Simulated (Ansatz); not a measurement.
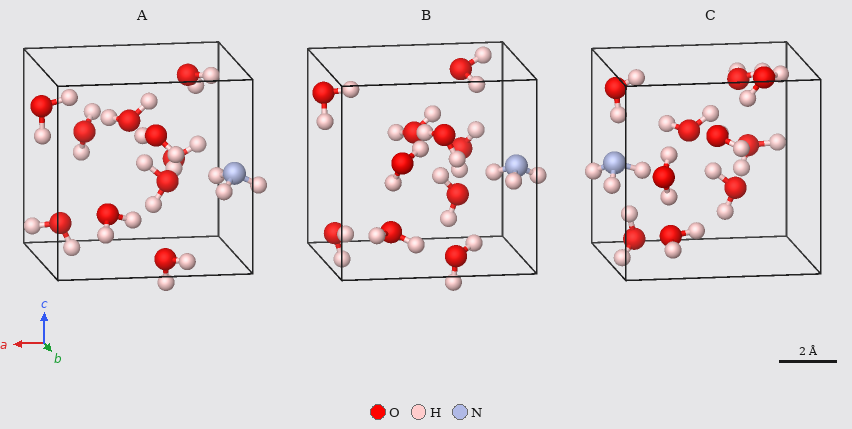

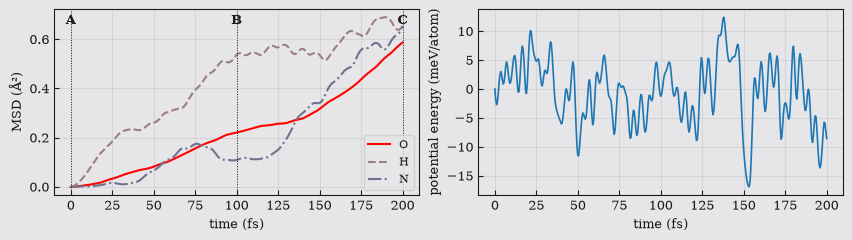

Molecular dynamics of a periodic cell with 10 H2O + 1 NH3 at 0.966 g/cm³, 200 fs long. It starts from the last geometry of an earlier run, with fresh velocities. Frames (A at 0 fs, B at 100 fs, C at 200 fs) and the history of the run. A ball-and-stick model of the simulation cell, seen from a free direction. Atoms that leave the cell re-enter on the other side.

These are results of DFT PBEsol, scalar-relativistic, plane waves, PAW in Ansatz, not measurements. Set-up: plane-wave cutoff 420 eV; k-point mesh 1 × 1 × 1; Fermi-Dirac smearing 0.02 eV; low-accuracy preset; Langevin thermostat (NVT); set temperature 500 K; time step 0.5 fs; friction 0.005 per fs.

Input
```yaml
accuracy: low
crystal:
  lattice:
    - [6.972683, 0.0, 0.0]
    - [0.0, 6.972683, 0.0]
    - [0.0, 0.0, 6.972683]
  atoms:
    - { symbol: O, position: [0.70935327, 0.82307166, 0.29304231] }
    - { symbol: H, position: [0.57402363, 0.78773511, 0.25264763] }
    - { symbol: H, position: [0.73951043, 0.93419268, 0.20895148] }
    - { symbol: O, position: [0.4113967, 0.81116463, 0.04978791] }
    - { symbol: H, position: [0.31651767, 0.90746722, 0.05272099] }
    - { symbol: H, position: [0.39898081, 0.75760934, -0.08101591] }
    - { symbol: O, position: [0.83642376, 0.16062218, 0.12360397] }
    - { symbol: H, position: [0.7783557, 0.16294233, -0.00358945] }
    - { symbol: H, position: [0.9707522, 0.107044, 0.10351598] }
    - { symbol: O, position: [0.69852651, 0.08068706, 0.57495728] }
    - { symbol: H, position: [0.69867036, -0.01139134, 0.45107195] }
    - { symbol: H, position: [0.63908224, -0.03054246, 0.65426729] }
    - { symbol: O, position: [1.01972793, 0.65494302, 0.82807146] }
    - { symbol: H, position: [0.87896241, 0.66628861, 0.87019515] }
    - { symbol: H, position: [1.0133526, 0.64512285, 0.67267768] }
    - { symbol: O, position: [0.22443145, 0.99070918, 0.40148799] }
    - { symbol: H, position: [0.24855504, 1.13013747, 0.38030407] }
    - { symbol: H, position: [0.10354207, 1.00539867, 0.47525293] }
    - { symbol: O, position: [0.52139443, 0.3785421, 0.68302261] }
    - { symbol: H, position: [0.41861263, 0.37343794, 0.77866013] }
    - { symbol: H, position: [0.60609432, 0.26839722, 0.68047701] }
    - { symbol: O, position: [0.21303104, 0.33594847, 0.90050374] }
    - { symbol: H, position: [0.11163572, 0.44030485, 0.91422055] }
    - { symbol: H, position: [0.15444053, 0.23240867, 0.82386627] }
    - { symbol: O, position: [0.3212647, 0.35996604, 0.36067577] }
    - { symbol: H, position: [0.39088538, 0.34205527, 0.23979379] }
    - { symbol: H, position: [0.43670673, 0.34444711, 0.45653494] }
    - { symbol: O, position: [0.44484082, 0.72773856, 0.67195995] }
    - { symbol: H, position: [0.49078975, 0.60043497, 0.64745517] }
    - { symbol: H, position: [0.35216074, 0.77869116, 0.58007088] }
    - { symbol: "N", position: [1.02405433, 0.62052241, 0.44182452] }
    - { symbol: H, position: [1.09650951, 0.73137023, 0.37086518] }
    - { symbol: H, position: [1.09305103, 0.49479825, 0.40782961] }
    - { symbol: H, position: [0.89837913, 0.60859037, 0.37471976] }
basis:
  ecutwfc: 420.0
kpoints:
  mp_grid: { grid: [1, 1, 1] }
hamiltonian:
  xc: pbesol
scf:
  occupations: { method: fermi_dirac, width: 0.02 }
  lower_state_search: "off"
md:
  timestep: 0.5
  n_steps: 400
  ensemble: nvt_langevin
  temperature: 500.0
  initial_velocities: maxwell_boltzmann
  seed: 594212
  friction: 0.005
```

Run as
```bash
ansatz run input.yaml --threads 1 --pin off --max-ram 3072MiB --backend cpu --events-out ev --progress --plain --runs-dir out
```

Q: What do the frames and curves show?

A: Over the second half the temperature averages 512 K (spread ±65 K). The potential energy in the second half lies on average 0.8 meV per atom below the first frame. Root-mean-square distances from the starting positions over the second half, with the common drift of all atoms taken out: H 0.77 Å, N 0.60 Å, O 0.59 Å. The heavy atoms stay within a fraction of a molecule's size of their starting places; so short a run doesn't tell a liquid from a solid.

Limits of the set-up: the program's low-accuracy preset was used; the periodic images lie only 7.0 Å apart, so the values are limited by the cell's size.
